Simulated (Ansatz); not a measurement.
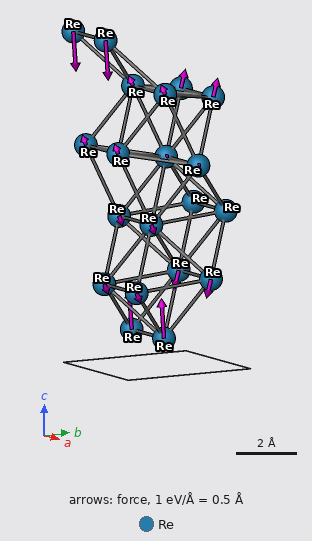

Starting geometry of a slab of composition Re (cut from the P6_3/mmc phase) with the computed forces as purple arrows. The picture is a ball-and-stick view of the 2 × 1 repeat of the cell, outlined in the plane, without the vacuum, seen slightly off an axis.

The slab is the (1 0 1) face of Re.

Method: Ansatz, DFT PBE, scalar-relativistic, plane waves, PAW. (plane-wave cutoff 420 eV; k-point mesh 13 × 7 × 1; occupations gaussian; smearing width 0.1 eV; no spin polarisation; dipole correction; atoms relaxed in a fixed cell; force threshold 0.02 eV/Å; at most 60 steps)

What follows when this structure is relaxed?

It isn't relaxed: the largest force vector, on Re atoms, is 2.79 eV/Å. The atoms end up moving mostly along the starting forces (cosine between the two patterns 0.85). The largest moves relative to the layer's centre, 0.25 Å, are those of Re atoms. The lattice vectors keep their values. Among the contacts that change: Re–Re 2.775 → 2.598 Å, Re–Re 2.756 → 2.594 Å, Re–Re 2.756 → 2.663 Å, Re–Re 2.756 → 2.834 Å. Bond angles that change, for instance: Re–Re–Re 90.0° → 98.5°, Re–Re–Re 60.5° → 64.7°, Re–Re–Re 59.8° → 57.6°. After 6 accepted moves (7 points after the start) the energy has fallen by 0.850 eV per cell of the calculation. Largest force component: 2.8 eV/Å at the start, 0.0099 eV/Å at the end. The line search rejected the trial step at point 5 of the run.
